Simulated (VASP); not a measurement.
```
CELL_PARAMETERS angstrom
      5.65250    -1.57378    -0.00317
      5.65250     1.57378    -0.00317
     -0.07574     0.00000     5.02790
ATOMIC_POSITIONS crystal
  Mo 0.09119 0.09119 0.50255
  Mo 0.90956 0.90956 0.99292
  P  0.70117 0.70117 0.80310
  P  0.43405 0.43405 0.62651
  P  0.56925 0.56925 0.11891
  As 0.29478 0.29478 0.29801
```

Level of theory: PBEsol GGA, VASP's PBE PAW potentials (set 64) (plane waves; VASP). Settings: 400 eV cut-off, 11×11×7 Γ-centred mesh, tetrahedra with Blöchl corrections, potentials Mo_sv P As.

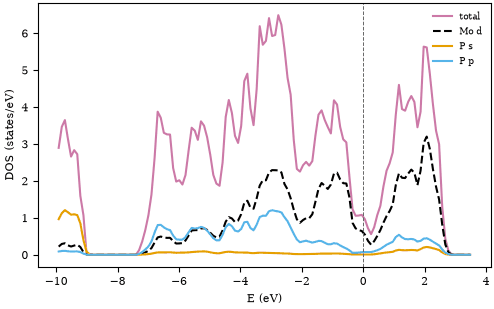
*Total and projected density of states, zero at the Fermi level*

Within 2 eV below the Fermi level the largest weight inside VASP's projection spheres is Mo d.

It has no gap at this level: it comes out as a metal or semimetal.

The structure comes from a computed database's Mo2AsP3 entry (Cm); how it stands against other phases isn't given here. It was relaxed first.
